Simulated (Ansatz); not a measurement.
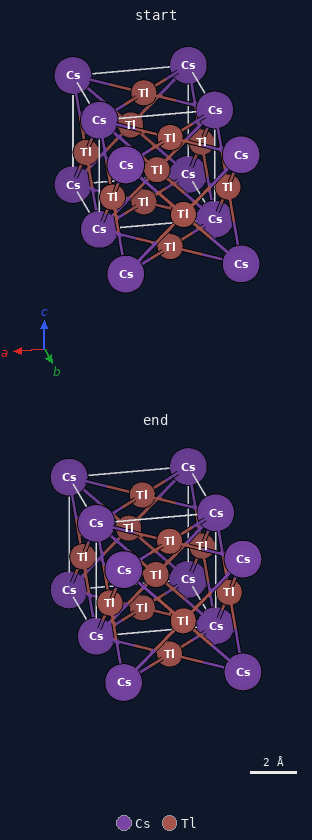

The structure of crystalline CsTl$_{3}$ (a generated structure, set up in Pm-3m) before (top) and after (bottom) a relaxation, at one scale.

A ball-and-stick model of the cell of the calculation, repeated 1 × 2 × 1 with one cell outlined, seen from a free direction.

Theory: Ansatz, DFT PBE, scalar-relativistic, plane waves, PAW.

Input
```yaml
crystal:
  lattice:
    - [5.22861319, 0.0, 0.0]
    - [0.0, 5.22861319, 0.0]
    - [0.0, 0.0, 5.22861319]
  atoms:
    - { symbol: Cs, position: [0.0, 0.0, 0.0] }
    - { symbol: Tl, position: [0.0, 0.5, 0.5] }
    - { symbol: Tl, position: [0.5, 0.0, 0.5] }
    - { symbol: Tl, position: [0.5, 0.5, 0.0] }
basis:
  ecutwfc: 420
kpoints:
  mp_grid: { grid: [10, 10, 10] }
hamiltonian:
  xc: pbe
scf:
  occupations: { method: gaussian, width: 0.1 }
output:
  forces: true
  stress: true
  eigenvalues: true
relax:
  adjacent_minimum: "off"
  f_tol: 0.01
  max_steps: 80
  cell: { stress_tol: 0.05 }
```

Launched with:
```bash
ansatz run input.yaml --threads 1 --pin off --max-ram 2048MiB --backend cpu --events-out ev --progress --plain --runs-dir out
```

Summarise the run.

Over 3 accepted moves (4 points after the start) the energy falls by 78.0 meV per cell of the calculation. All forces vanish by symmetry, so only the cell relaxes. The pressure goes from 1.83 to 0.00 GPa. The SCF was repeated once at an unchanged geometry on a basis and grid sized afresh for the cell, which shifted the energy by 2.0 meV per cell of the calculation at most. No atom moves by more than 0.005 Å relative to the cell. The drawn cell changes as follows: a = b = c 5.229 → 5.406 Å (+3.4 %); the volume changes by +10.6 %. Among the contacts that change: Cs1–Tl2 3.697 → 3.823 Å. The space group stays Pm-3m (No. 221). The run took 69 s on 1 thread of Arm Neoverse V1, with other jobs on the host, peak memory 0.51 GiB.
